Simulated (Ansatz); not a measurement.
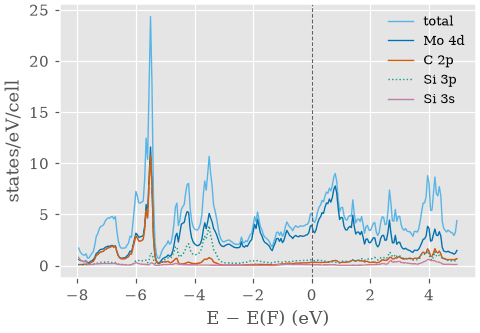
Figure: Total and projected density of states of SiMo₂C in space group P6_3/mmc (No. 194; Si on 2d, Mo on 4f, C on 2a), plane-wave PAW r²SCAN (Ansatz code)

Question: Which orbitals carry the states next to the Fermi level?

Answer: Within 0.5 eV of the Fermi level: Mo 4d 78 %, Si 3p 10 %, C 2p 6 %. Projections are on Löwdin-orthogonalised atomic valence shells; empty p or d shells of many metals are not among them.

Question: Where is the tallest occupied peak in this window, and what makes it?

Answer: Near -5.5 eV, about 24 states/eV per cell; the largest projected share is Mo 4d.

The start of the workflow was typed in or built on a structure type; neither database checked (COD, Materials Project) lists it. Whether it is the stable phase at ambient conditions was not checked. The r²SCAN relaxation kept the symmetry of its start; its stability against distortions is not shown here. No spin polarisation was allowed. Spin–orbit coupling is left out wherever it is not named.

Potentials: the later of the program's two PAW sets.
